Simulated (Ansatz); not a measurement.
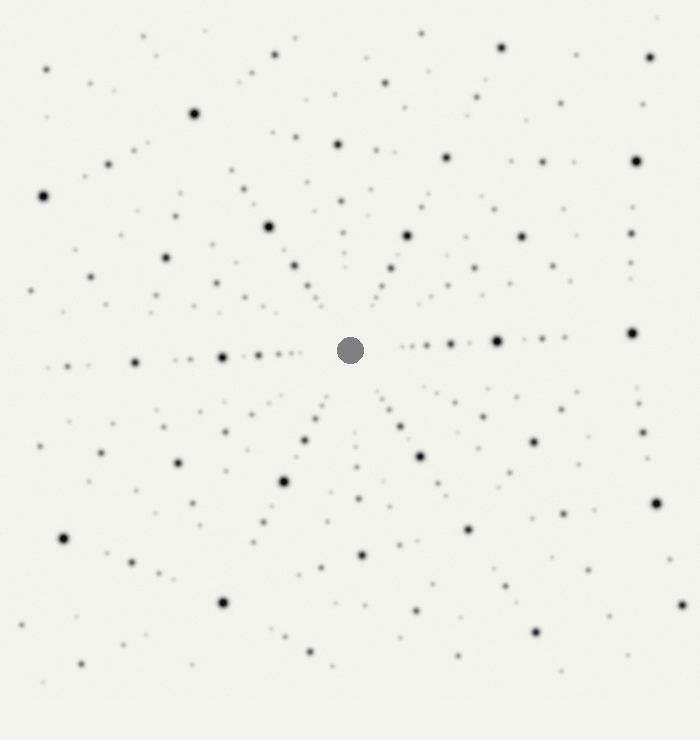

Simulated back-reflection Laue pattern (white X-rays, 0.45 to 2.2 Å, flat plate covering ±45° about the beam, kinematic intensities, seen from the source).

Question: What symmetry does the pattern show?

Answer: 3m: a threefold axis with three mirror lines.

The crystal is BePdO₃, space group Pm-3m (No. 221), a = 3.814 Å. Structure: the geometry relaxed with Ansatz 0.2.0, DFT PBEsol, scalar-relativistic, plane waves, PAW; the starting structure was generated, so it need not be a known form of this composition.

Question: Which direction points towards the source?

Answer: [111] or one equivalent to it by a rotation of the Laue group. In Laue class m-3m no other family of directions with a member of indices 0 and ±1 has this symmetry.
